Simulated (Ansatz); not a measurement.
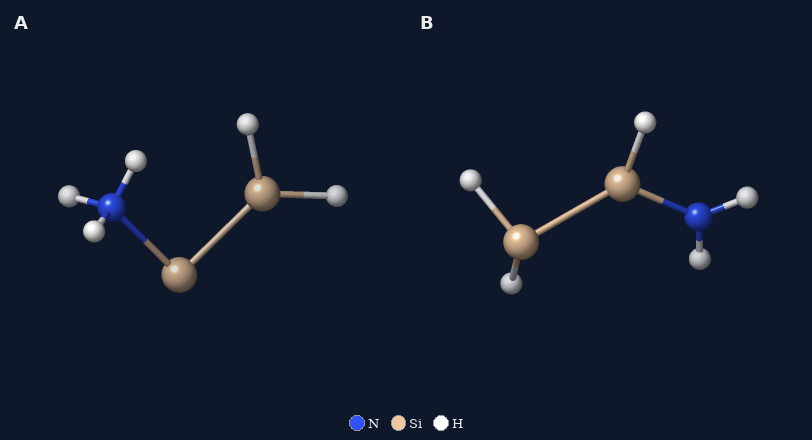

2 stationary structures of one formula. Geometries: PBE0-D4/def2-TZVP. Electronic energies: ωB97M-V/def2-TZVPP (Ansatz 0.2.0), without zero-point energy. No frequency run is at hand to confirm each as a minimum. Each is one conformer, not always the lowest.

Rank them by energy, lowest first.

B is lowest (C1); A lies 89.3 kJ/mol above it (Cs).
